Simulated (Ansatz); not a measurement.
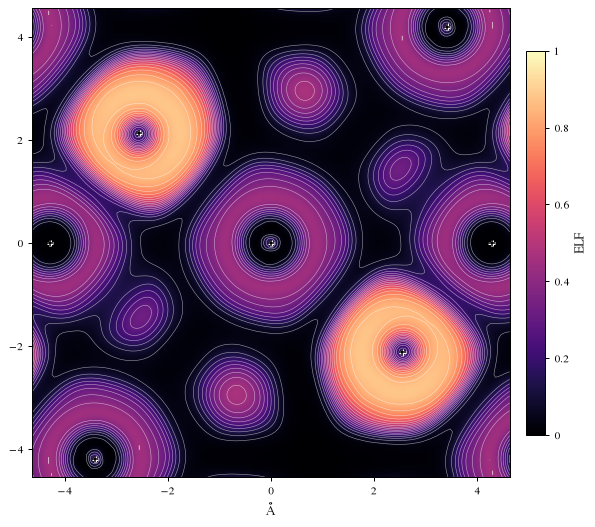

The ELF on a plane through atoms (crosses mark nuclei in the plane).

Level of theory: Ansatz 0.2.0, DFT, r2SCAN+rVV10, plane waves, PAW.

Candidates:
A. Y2Sb4W, a = 3.64 Å, b = 3.74 Å, c = 25.40 Å, α = 90.00°, β = 90.00°, γ = 90.00°. Space group Immm; a structure from a database of computed crystals, not necessarily the ambient phase; started from the Mn2B4Mo-71 prototype, which need not be the ambient phase.
B. CuSbF6, a = 3.45 Å, b = 3.45 Å, c = 6.58 Å, α = 90.00°, β = 90.00°, γ = 90.00°. Space group P4/mmm; a structure from a database of computed crystals, not necessarily the ambient phase; started from the TaNbAl6-123 prototype, which need not be the ambient phase; computed without spin polarisation.
C. Tl2PbCl4, a = 7.65 Å, b = 7.65 Å, c = 3.87 Å, α = 90.00°, β = 90.00°, γ = 90.00°. Space group P4/mmm; a structure from a database of computed crystals, not necessarily the ambient phase; started from the K2PdCl4-123 prototype, which need not be the ambient phase.

> Which candidate gave the map?

Candidate C: Tl2PbCl4 on the (111) plane of the conventional cell, which holds Tl, Pb and Cl. Pb–Cl (2.74 Å): the ELF peaks at about 0.85 in the valence shell of Cl, 0.8 Å from its nucleus, and drops to about 0.20 between the two atoms. Tl–Cl (3.33 Å): the ELF is about 0.05 at the midpoint: no localised pair shows between them.
